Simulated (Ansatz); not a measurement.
## LiBe (Pm-3m): following an unstable mode

Aim: this structure of LiBe (Pm-3m) is to be tested for unstable modes, and one is followed downhill.

Main program and level: Ansatz 0.2.0; DFT PBEsol, scalar-relativistic, plane waves, PAW; PAW set soft_1.

## Step 1: The starting structure

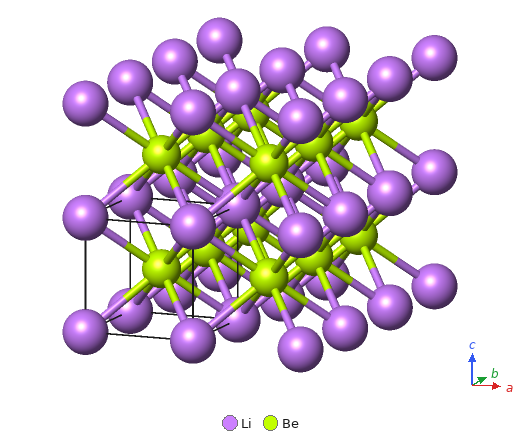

The starting structure, seen slightly off an axis (lithium purple, beryllium green). 2×3×2 cells are drawn. Some periodic images of atoms are drawn too.

Structure file:

```cif
data_structure
_symmetry_space_group_name_H-M 'P 1'
_symmetry_Int_Tables_number 1
_cell_length_a 2.8020
_cell_length_b 2.8020
_cell_length_c 2.8020
_cell_angle_alpha 90.000
_cell_angle_beta 90.000
_cell_angle_gamma 90.000
_cell_volume 22.00
loop_
_atom_site_label
_atom_site_type_symbol
_atom_site_fract_x
_atom_site_fract_y
_atom_site_fract_z
_atom_site_occupancy
Li1 Li 0.00000 0.00000 0.00000 1
Be2 Be 0.50000 0.50000 0.50000 1
```

## Step 2: Phonons on a q mesh

The cell comes from relaxations at this level that are not shown. Stability and thermal properties need the whole zone. Linear response on a 4×4×4 q mesh gives force constants as far as a supercell of that size would.

The input, input.yaml:

```yaml
crystal:
  lattice:
    - [2.8019923598, 0.0, 0.0]
    - [0.0, 2.8019923598, 0.0]
    - [0.0, 0.0, 2.8019923598]
  atoms:
    - { symbol: Li, position: [0.0, 0.0, 0.0] }
    - { symbol: Be, position: [0.5, 0.5, 0.5] }
kpoints:
  mp_grid: { grid: [16, 16, 16] }
hamiltonian:
  xc: pbesol
  pseudopotentials: { kind: paw, azcp: { folder: soft_1 }, xc_functional: pbe }
scf:
  occupations: { method: methfessel_paxton, width: 0.2 }
output:
  eigenvalues: true
phonons:
  method: dfpt
  qmesh: [4, 4, 4]
  temperatures: { t_max: 1000, t_step: 50 }
  qpath:
    path:
      - [[0.0, 0.0, 0.0], [0.0, 0.5, 0.0], [0.5, 0.5, 0.0], [0.0, 0.0, 0.0], [0.5, 0.5, 0.5], [0.0, 0.5, 0.0]]
      - [[0.5, 0.5, 0.5], [0.5, 0.5, 0.0]]
    npoints: 10
```

Started as:

```
$ ansatz run input.yaml --threads 4 --pin off --max-ram 10240MiB --backend cpu --events-out ev --progress --plain --runs-dir out
```

Numbers of over 12 decimals in the logs are rounded to 6 here.

The program printed:

```text
Engine: ansatz 0.2.0, aarch64-unknown-linux-gnu
Pseudopotentials: kind: paw
Pseudopotential: Li, paw, valence charge 3, recommended cutoff 420 eV (normal), soft_1/Li.paw.azcp
Pseudopotential: Be, paw, valence charge 2, recommended cutoff 420 eV (normal), soft_1/Be.paw.azcp
Functional definition: PBEsol
  exchange = pbesol_x
  correlation = pbesol_c
Crystal: 2 atoms, lattice volume = 21.999 Å³
Basis set: ecut = 420 eV, 437 PW (Γ), exchange–correlation on 40×40×40 points (8 copies of the dense FFT grid, shifted against one another)
Bands: 7, of which v1, the nominal top of the filled ones, is band 3 counted from 1 (2 counted from 0)
Symmetry: 48 space group operations
k-points: 165 of 4096
Non-local potential: Li, projectors of the file, l = 0: 3, l = 1: 2, l = 2: 1
Non-local potential: Be, projectors of the file, l = 0: 2, l = 1: 2, l = 2: 1
PAW form: soft (Blöchl's): semilocal exchange-correlation on the pseudo side does not see the compensation charge
PAW frozen core: Be, regenerated for the run's functional, and the local potential with it (the file was generated under x = pbe(κ = 0.804, μ = 0.219515), c = pbe(β = 0.066725))
PAW one-centre angular grid: Li, 110 points (default); XC on 64 Gauss nodes
PAW one-centre angular grid: Be, 110 points (default); XC on 64 Gauss nodes
Initial density: superposition of atomic densities (chi_scale 0.1, normalization cell, long waves kept (reshape's long-wave potential 0.00 eV rms))
Initial wavefunctions: pseudopotential atomic-orbital guess
Functional: x = pbesol(κ = 0.804, μ = 0.123457), c = pbesol(β = 0.046)
SCF iter   1: F=—  HF=-292.635010 eV  |F-HF|=—  |Δ(HF+E_count)|=         —  Δρ=9.03e-3  dr2=1.70e-2  ethr=3.10e-3  ⟨swp⟩=5.3  Hψ=8856  notcnv=0
preconditioner: auto → none  [metal: Δε(μ)=0.104 eV  Ē_g=10.508 eV  σ=0.200 eV  W_gap=0.40  n_scr=0 (ndim 8)  ℏωp=13.7 eV  f_vac=0.000  D(μ)=0.32/eV (n_scr^D=0)]
SCF iter   2: F=—  HF=-292.608095 eV  |F-HF|=—  |Δ(HF+E_count)|=   2.69e-2  S|Δr|=    0.00e0  Δρ=4.13e-3  dr2=2.70e-3  ethr=3.39e-4  ⟨swp⟩=1.0  Hψ=2475  notcnv=0  defer=1
SCF iter   3: F=—  HF=-292.610431 eV  |F-HF|=—  |Δ(HF+E_count)|=   2.34e-3  S|Δr|=    0.00e0  Δρ=3.27e-4  dr2=1.30e-5  ethr=5.41e-5  ⟨swp⟩=2.0  Hψ=1507  notcnv=0  defer=2
SCF iter   4: F=—  HF=-292.610448 eV  |F-HF|=—  |Δ(HF+E_count)|=   1.70e-5  S|Δr|=    0.00e0  Δρ=2.71e-5  dr2=5.60e-8  ethr=2.60e-7  ⟨swp⟩=2.0  Hψ=1344  notcnv=0  defer=2
SCF iter   5: F=—  HF=-292.610448 eV  |F-HF|=—  |Δ(HF+E_count)|=   3.79e-7  S|Δr|=    0.00e0  Δρ=2.49e-6  dr2=5.39e-10  ethr=1.12e-9  ⟨swp⟩=2.7  Hψ=1479  notcnv=0  defer=2
SCF iter   6: F=-292.610448 eV  HF=-292.610448 eV  |F-HF|=1.19e-12  |Δ(HF+E_count)|=  9.32e-11  S|Δr|=    0.00e0  Δρ=1.18e-7  dr2=3.64e-12  ethr=1.00e-12  ⟨swp⟩=5.9  Hψ=3783  notcnv=0
the search or the solves at the SCF's close seem to have found levels that the self-consistency loop had missed (the run counts 1). By its estimate they hold under 1e-12 electrons; where the run keeps them, the occupations were computed again with them
SCF 1 converged in 6 iterations: F = -292.610448 eV  dr2 = 3.64e-12
  greatest PAW one-centre occupation: 1.000 electrons in one spin orbital (limit 2), on the Li atom at site 0 (counted from 0), in its partial waves of l = 0
phonons: the bands overlap, so this run is a metal and interpolates without the dipole-dipole term. If the crystal is really an insulator or semiconductor, its LO-TO splitting is missing
NSCF: frozen V_eff on 165 k-points
NSCF: frozen V_eff on 405 k-points
DFPT response loops at q = (0, 0, 0) (fractional): preconditioner auto → Kerker (q_TF=auto, 2.131 Å⁻¹) (partly filled bands, converged f_vac=0.000); β = 1.00, the filter's whole step (`scf.mixing.beta` (0.50) is not read by the response loops under this deck's `scf.mixing.preconditioner`; to damp them name `kerker` or `kerker_dos`, under which they read `scf.mixing.beta`, and type it under 1.00, their step now; both keys bind the ground state too); Broyden in place of MSR1
NSCF: frozen V_eff on 2592 k-points
DFPT response loops at q = (0, 0, 0.25) (fractional): mixed as the last ones told, above
NSCF: frozen V_eff on 1458 k-points
DFPT response loops at q = (0, 0, -0.5) (fractional): mixed as the last ones told, above
NSCF: frozen V_eff on 4608 k-points
DFPT response loops at q = (0, 0.25, 0.25) (fractional): mixed as the last ones told, above
NSCF: frozen V_eff on 2592 k-points
DFPT response loops at q = (0, 0.25, -0.5) (fractional): mixed as the last ones told, above
NSCF: frozen V_eff on 1458 k-points
DFPT response loops at q = (0, -0.5, -0.5) (fractional): mixed as the last ones told, above
NSCF: frozen V_eff on 4352 k-points
DFPT response loops at q = (0.25, 0.25, 0.25) (fractional): mixed as the last ones told, above
NSCF: frozen V_eff on 4608 k-points
DFPT response loops at q = (0.25, 0.25, -0.5) (fractional): mixed as the last ones told, above
NSCF: frozen V_eff on 2592 k-points
DFPT response loops at q = (0.25, -0.5, -0.5) (fractional): mixed as the last ones told, above
NSCF: frozen V_eff on 810 k-points
DFPT response loops at q = (-0.5, -0.5, -0.5) (fractional): mixed as the last ones told, above
SCF converged after 6 iterations
Stability not checked: this state was not tested for a lower state beside it, because cold or Methfessel-Paxton smearing, or corrected tetrahedra, fill the levels in a way that the test cannot read (fill_not_monotonic; see scf.lower_state_search)
Free energy (F): -292.610448 eV
Harris-Foulkes:  -292.610448 eV  (|F-HF|=1.19e-12)
Internal energy: -292.612762 eV  (E = F + TS)
E sigma→0 (E₀):  -292.611026 eV
Entropy (-TS):   0.002314 eV (1.157 meV/atom)
Fermi energy:    3.680903 eV
--- Per-component energies (eV) ---
  E_band       = -77.315521
  E_kinetic    = 34.993642
  E_local      = -123.321884  (includes V_loc(G=0)·N_el)
  E_nonlocal   = -14.967083
  E_hartree    = 37.339552
  E_xc         = -27.803688
  E_vxc        = -30.599380  (∫ρ·V_xc dr)
  E_paw        = -79.358805  (= ΣΔE_a)
  E_vpaw       = -18.100159  (= ΣTr[D̂ρ^β])
  E_aug_tail   = 0.000249  (compensation charges beyond the density's cutoff)
  E_ewald      = -119.504276
  E_core_change = 0.009531  (= ΣΔE_core)
  E_smearing   = 0.002314  (= −TS)
  E_closure    = -0.000000  (closes the sum)
  Σ components = -292.610448   (vs F -292.610448, Δ=0.00e0)
--- Band table (eV; the first three rows and the last of 165) ---
  k-point 0: bands = ["-40.3545", "-2.8311", "9.8987", "9.8987", "9.8987", "14.4339", "14.4339"]
  k-point 1: bands = ["-40.3537", "-2.7812", "9.2511", "9.9632", "9.9632", "14.5078", "15.1796"]
  k-point 2: bands = ["-40.3514", "-2.6313", "7.9412", "10.1556", "10.1556", "14.7292", "16.7466"]
  k-point 164: bands = ["-40.2944", "6.1080", "6.1080", "6.1080", "8.6632", "8.6632", "8.6632"]
--- Phonons (Γ-DFPT): 2 representative perturbations + reference (Σ response iterations 6) ---
  ASR residual: 6.996e-6 → 0.000e0 eV/Å²; symmetrization residual: 2.120e-7 eV/Å²
  ASR residual per site (eV/Å²): 7.00e-6 5.98e-7
  Γ frequencies (cm⁻¹): 0.00 0.00 0.00 560.32 560.32 560.32
--- Phonons (arbitrary-q DFPT): 10 irreducible q on the 4×4×4 mesh ---
  q = [0.0000, 0.0000, 0.0000] (star 1, of the zone-centre solve; hermiticity 9.37e-8, symmetrization 6.51e-13): -0.00 -0.00 -0.00 560.32 560.32 560.32
  q = [0.0000, 0.0000, 0.2500] (star 6, 4 solved perturbations in 4032 linear systems a pass and spin channel, the states on 1296 of 4096 k-point pairs; hermiticity 8.95e-8, symmetrization 8.72e-14): 174.48 229.25 229.25 489.35 523.95 523.95
  q = [0.0000, 0.0000, -0.5000] (star 3, 4 solved perturbations in 2268 linear systems a pass and spin channel, the states on 729 of 4096 k-point pairs; hermiticity 5.43e-9, symmetrization 2.70e-9): 159.35 394.64 394.64 431.69 431.69 447.15
  q = [0.0000, 0.2500, 0.2500] (star 12, 4 solved perturbations in 7056 linear systems a pass and spin channel, the states on 2304 of 4096 k-point pairs; hermiticity 6.44e-8, symmetrization 3.57e-15): -19.37 276.88 299.61 438.29 490.88 530.29
  q = [0.0000, 0.2500, -0.5000] (star 12, 6 solved perturbations on 1296 of 4096 k-point pairs; hermiticity 1.72e-8, symmetrization 4.24e-9): -2.68 171.89 406.94 412.02 493.66 519.38
  q = [0.0000, -0.5000, -0.5000] (star 3, 4 solved perturbations in 2268 linear systems a pass and spin channel, the states on 729 of 4096 k-point pairs; hermiticity 2.00e-8, symmetrization 2.73e-12): -91.56 -91.56 408.71 432.78 543.97 543.97
  q = [0.2500, 0.2500, 0.2500] (star 8, 2 solved perturbations on 2176 of 4096 k-point pairs; hermiticity 4.65e-8, symmetrization 1.81e-13): 210.19 210.19 257.17 449.75 508.19 508.19
  q = [0.2500, 0.2500, -0.5000] (star 12, 4 solved perturbations in 7056 linear systems a pass and spin channel, the states on 2304 of 4096 k-point pairs; hermiticity 1.19e-8, symmetrization 2.20e-9): 124.01 226.98 300.96 463.96 478.68 528.98
  q = [0.2500, -0.5000, -0.5000] (star 6, 4 solved perturbations in 4032 linear systems a pass and spin channel, the states on 1296 of 4096 k-point pairs; hermiticity 1.53e-8, symmetrization 6.33e-11): 179.39 179.39 320.79 448.11 527.23 527.23
  q = [-0.5000, -0.5000, -0.5000] (star 1, 2 solved perturbations on 405 of 4096 k-point pairs; hermiticity 1.02e-11, symmetrization 5.11e-12): 285.79 285.79 285.79 503.33 503.33 503.33
  sum rule: each row above includes the acoustic sum rule's correction from the zone centre's row sums; it moved no ω² by more than (0.52 cm⁻¹)²
  mesh force constants: q→R imaginary residual 2.76e-18; ASR residual 6.996e-6 → 0.000e0 eV/Å²; symmetrization residual 4.441e-15 eV/Å²
  interpolated dispersion: 62 rows × 6 modes
  density of states and harmonic sums: on the 24×24×24 q-mesh, interpolated from the force constants of a 4×4×4 supercell (no non-analytic term)
  largest difference from the sums on the solved wave vectors: F 8.22e-2 eV, S 1.13e-4 and C_V 3.12e-5 eV/K
  zero-point energy: 0.130483 eV/cell   skipped modes (ω ≤ 0): 89, of them read as no rigid motion or as one in doubt: 86 (1.610e-1 modes/cell left out, lowest -91.56 cm⁻¹)   left out of the sums: 2.69e-2 of the cell's modes: C_V's classical limit lies that fraction below 3 k_B per atom; for a crystal, a wire or a layer, F and S can be off by more, and a phonons.interpolated_qmesh denser along its periods is the remedy for the sampling
```

The job ended after 77 s (4 threads of Arm Neoverse V1, shared host; peak memory 1 GiB).

Numbers from this step:

```
volume per atom                                         : 11.00 Å³
gap on the k-mesh                                       : 0 eV
sum-rule residual before enforcement                    : 7.00e-6 eV/Å²
lowest frequency on the path                            : -91.56 cm⁻¹
point group                                             : m-3m
highest frequency on the path or at a solved wavevector : 560.3 cm⁻¹
highest optical mode at the zone centre (no LO-TO term) : 560.3 cm⁻¹
lowest optical zone-centre mode                         : 560.3 cm⁻¹
lowest mode on the q mesh (acoustic modes at Γ apart)   : -91.56 cm⁻¹
```

Frequencies (cm⁻¹) solved at each irreducible wavevector; negative means imaginary. Frequencies by wavevector, by row:

```
q in reciprocal lattice units  star  mode 1  mode 2  mode 3  mode 4  mode 5  mode 6
                        0 0 0     1       0       0       0   560.3   560.3   560.3
                     0 0 0.25     6   174.5   229.2   229.2   489.4     524     524
                     0 0 -0.5     3   159.3   394.6   394.6   431.7   431.7   447.1
                  0 0.25 0.25    12   -19.4   276.9   299.6   438.3   490.9   530.3
                  0 0.25 -0.5    12    -2.7   171.9   406.9     412   493.7   519.4
                  0 -0.5 -0.5     3   -91.6   -91.6   408.7   432.8     544     544
               0.25 0.25 0.25     8   210.2   210.2   257.2   449.8   508.2   508.2
               0.25 0.25 -0.5    12     124     227     301     464   478.7     529
               0.25 -0.5 -0.5     6   179.4   179.4   320.8   448.1   527.2   527.2
               -0.5 -0.5 -0.5     1   285.8   285.8   285.8   503.3   503.3   503.3
```

Interpolated from a 4×4×4 q mesh. Phonon branches along the path, in cm⁻¹:

```
    point  branch 1  branch 2  branch 3  branch 4  branch 5  branch 6
        Γ         0         0         0       560       560       560
        X       159       395       395       432       432       447
        M       -92       -92       409       433       544       544
        Γ         0         0         0       560       560       560
        R       286       286       286       503       503       503
        X       159       395       395       432       432       447
jump to R       286       286       286       503       503       503
        M       -92       -92       409       433       544       544
```

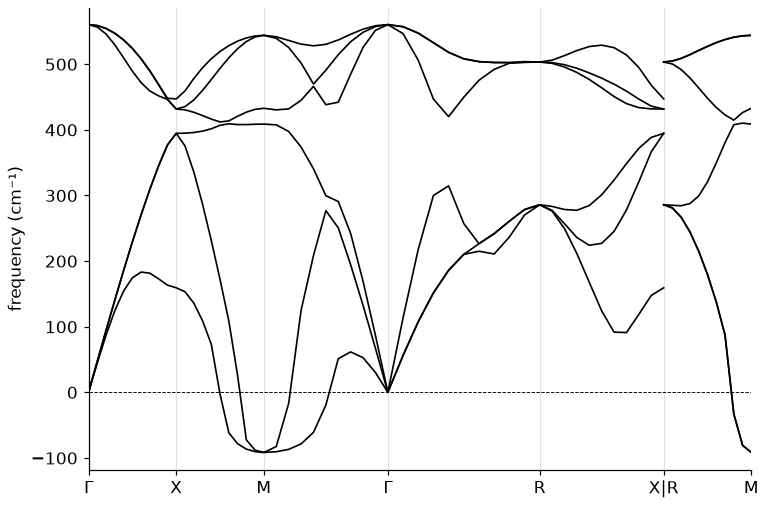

Phonon branches along the path.

Symmetry leaves 10 wavevectors to solve. The lowest mode among them, the acoustic zeros apart, lies at q = (0, -0.5, -0.5) and is imaginary, 91.6i cm⁻¹, so the energy falls along it.

## Step 3: The mode frozen in, largest atomic shift 0 Å

The mode followed lies at q = (0, -0.5, -0.5) with frequency 91.6i cm⁻¹ and is 2-fold degenerate, the softest among the wavevectors solved. At small amplitude the distorted cell has space group no. 65 by a symmetry search on the positions. The undistorted cell that holds it gives the zero of energy on the same k mesh.

System of this step: LiBe. It takes space group Pm-3m (No. 221, cubic). The conventional cell has a = 2.802 Å, b = 2.802 Å, c = 2.802 Å, α = 90.00°, β = 90.00°, γ = 90.00°. Nearest to Li lie 8 Be at 2.43 Å. Nearest to Be lie 8 Li at 2.43 Å. Farther neighbours are not listed.

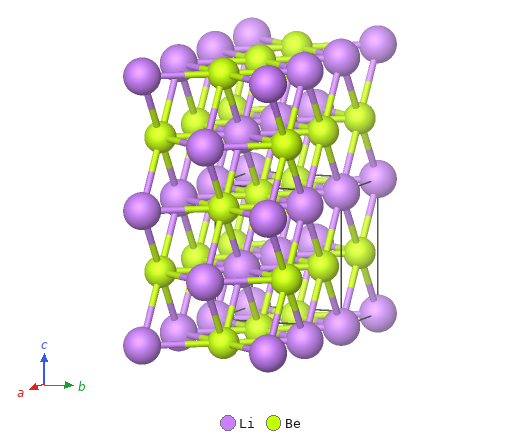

The cell of this step (lithium purple, beryllium green). 3×1×2 cells are drawn. Some periodic images of atoms are drawn too.

input.yaml, the sections that differ from step 2:

```yaml
crystal:
  lattice:
    - [-2.8019923598, 0.0, 0.0]
    - [0.0, -2.8019923598, -2.8019923598]
    - [0.0, -2.8019923598, 2.8019923598]
  atoms:
    - { symbol: Li, position: [0.0, 0.5, 0.5] }
    - { symbol: Li, position: [0.0, 1.0, 1.0] }
    - { symbol: Be, position: [0.5, 0.0, 0.5] }
    - { symbol: Be, position: [0.5, 0.5, 0.0] }
kpoints:
  mp_grid: { grid: [16, 10, 10] }
output:
  forces: true
  stress: true
  eigenvalues: true
# hamiltonian, scf: as in step 2
# phonons: removed
```

The program printed:

```text
[...]
Crystal: 4 atoms, lattice volume = 43.998 Å³
Basis set: ecut = 420 eV, 865 PW (Γ), exchange–correlation on 40×54×54 points (8 copies of the dense FFT grid, shifted against one another)
Bands: 9, of which v1, the nominal top of the filled ones, is band 5 counted from 1 (4 counted from 0)
Symmetry: 32 space group operations
[...]
k-points: 189 of 1600
[...]
Internal energy: -585.209773 eV  (E = F + TS)
E sigma→0 (E₀):  -585.210866 eV
Entropy (-TS):   -0.001458 eV (-0.365 meV/atom)
Fermi energy:    3.651393 eV
[...]
--- Stress (GPa, compression-positive) ---
       -0.247294       0.000000      -0.000000
        0.000000       0.238586       0.000000
       -0.000000      -0.000000       0.238586
  P = ⅓ Tr σ = 0.0766 GPa (0.766 kbar)
--- Band table (eV; the first three rows and the last of 189) ---
[...]
[key lines of the parts left out:]
SCF converged after 6 iterations
Free energy (F): -585.211231 eV
```

Elapsed: 1.7 s, on 4 threads; peak memory 0.36 GiB; 6.3 s of CPU time.

This step gave:

```
pressure                         : 0.07663 GPa
energy from the undistorted cell : 0 meV/atom
```

The run ends at a pressure of 0.08 GPa.

## Step 4: The mode frozen in, largest atomic shift 0.14 Å

The atoms are moved along the unstable eigenvector, the largest shift by 0.14 Å, with the cell fixed.

input.yaml, the sections that differ from step 3:

```yaml
crystal:
  lattice:
    - [-2.8019923598, 0.0, 0.0]
    - [0.0, -2.8019923598, -2.8019923598]
    - [0.0, -2.8019923598, 2.8019923598]
  atoms:
    - { symbol: Li, position: [0.0, 0.4848326813, 0.5151673187] }
    - { symbol: Li, position: [0.0, 1.0151673187, 0.9848326813] }
    - { symbol: Be, position: [0.5, -0.0249822237, 0.4750177763] }
    - { symbol: Be, position: [0.5, 0.5249822237, 0.0249822237] }
output:
  forces: true
  stress: true
  eigenvalues: true
  write_density: true
  write_potential: true
  elf: true
  volumetric_format: npy
# kpoints, hamiltonian, scf: as in step 3
```

The program printed:

```text
[...]
Crystal: 4 atoms, lattice volume = 43.998 Å³
Basis set: ecut = 420 eV, 865 PW (Γ), exchange–correlation on 40×54×54 points (8 copies of the dense FFT grid, shifted against one another)
Bands: 9, of which v1, the nominal top of the filled ones, is band 5 counted from 1 (4 counted from 0)
Symmetry: 8 space group operations
[...]
k-points: 279 of 1600
[...]
atom   3  Be     0.00000000     0.00625292     0.00000000
  atom   4  Be     0.00000000    -0.00625292     0.00000000
  max |Σ_I F_I| component: 0.00e0 eV/Å
--- Stress (GPa, compression-positive) ---
       -0.465940       0.000000       0.000000
        0.000000       1.029284       0.000000
        0.000000       0.000000       0.449469
  P = ⅓ Tr σ = 0.3376 GPa (3.376 kbar)
--- Band table (eV; the first three rows and the last of 279) ---
[...]
[key lines of the parts left out:]
SCF converged after 7 iterations
Free energy (F): -585.217042 eV
Fermi energy:    3.658086 eV
```

It took 2.5 s on 4 threads; peak memory 0.4 GiB.

Numbers from this step:

* pressure: 0.3376 GPa
* energy from the undistorted cell: -1.499 meV/atom

The energy, extrapolated to zero smearing, is -1.50 meV/atom against the undistorted cell.

The run ends at a pressure of 0.34 GPa, with forces up to 0.014 eV/Å.

## Step 5: Energy along the mode, all amplitudes (two of the runs are shown above)

An imaginary frequency means negative curvature, so the energy should fall and then rise again as anharmonic terms take over.

This step gave:

```yaml
depth_at_the_lowest_point_sampled: 1.499 meV/atom
largest_atomic_shift_at_that_point: 0.14 Å
```

The energy from the parent by largest atomic shift:

```
largest atomic shift (Å)  energy from the parent (meV/atom)
                   0.000                                  0
                   0.040                             -0.187
                   0.080                             -0.685
                   0.140                              -1.50
                   0.220                             -0.147
                   0.320                               14.7
```

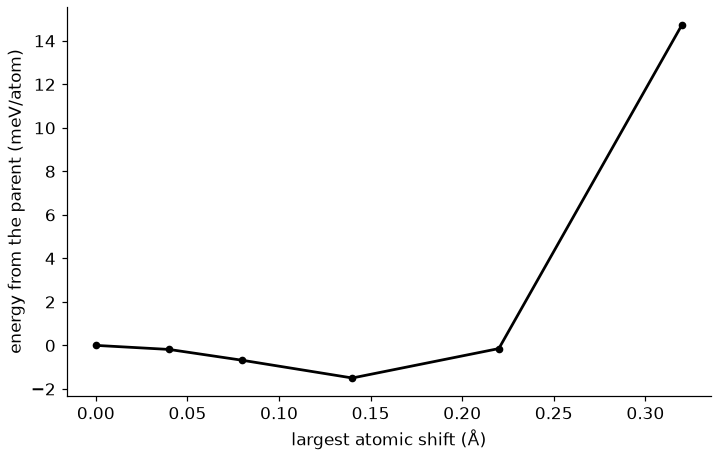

Energy from the parent against largest atomic shift.

Displacement at unit largest shift by atom:

```
atom  x (Å)  y (Å)  z (Å)  size
 Li1   0.00   0.00   0.61  0.61
 Li2   0.00   0.00  -0.61  0.61
 Be3   0.00   1.00   0.00  1.00
 Be4   0.00  -1.00   0.00  1.00
```

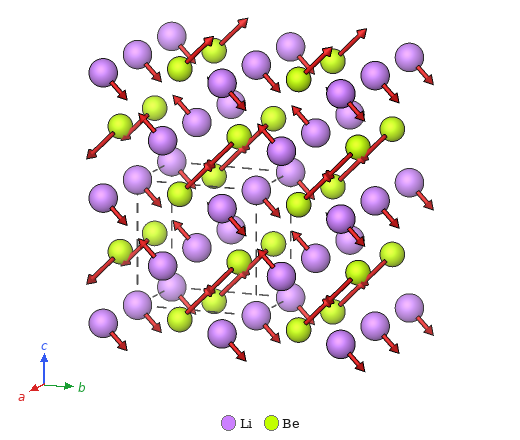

Displacement at unit largest shift as arrows, the longest 1 Å. 2×2×2 cells are drawn. Some periodic images of atoms are drawn too.

The lowest of the steps tried is at 0.14 Å, 1.50 meV/atom below the parent; the bottom of the well need not coincide with a step.

[end of part 1 of 2]

[Logs are printed without paths, hosts, clocks, repeated set-up lines and the standing remarks that a program may print on its own settings, such as how far it seeks lower states.]

[Hosts, paths, dates, database ids (printed as entryN), source tags and the programs' standing remarks are cut or masked in the printed files.]
